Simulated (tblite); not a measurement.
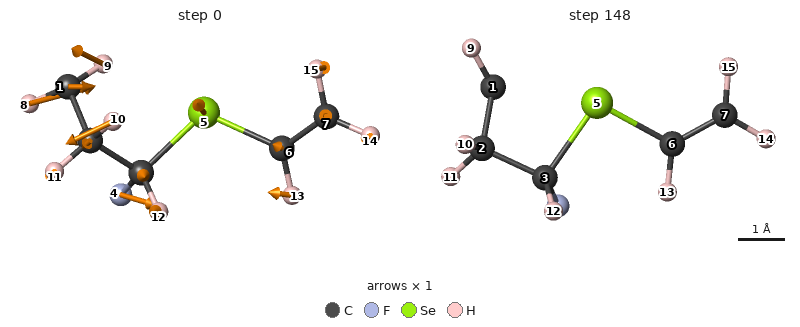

The structure of C₅H₈FSe (multiplicity 2) before (left) and after (right) a relaxation, at one scale. The orange arrows give the displacements, at their true length.

A ball-and-stick model, seen face on.

Method: GFN2-xTB geometry optimisation, gas phase in tblite 0.8.0. 

Question: Describe what moved and what it gained.

Answer: Over 148 geometry steps the energy falls by 16.8 kcal/mol. The atom that moves furthest after the best rigid fit is H8 (1.60 Å). By element the largest moves are H 1.60 Å, Se 1.05 Å, F 1.03 Å, C 0.55 Å. Some distances before and after: C1–Se5 3.056 → 2.442 Å, C3–Se5 1.940 → 2.010 Å, C2–H10 1.124 → 1.090 Å, C1–H8 1.111 → 1.080 Å. Among the angles between lasting bonds that change: C3–Se5–C6 108.7° → 95.1°, C2–C1–H8 106.0° → 116.1°, C2–C3–Se5 107.2° → 100.0°. Groups turn about C3–Se5 by about 55°, Se5–C6 by about 40°, C2–C3 by about 30°.
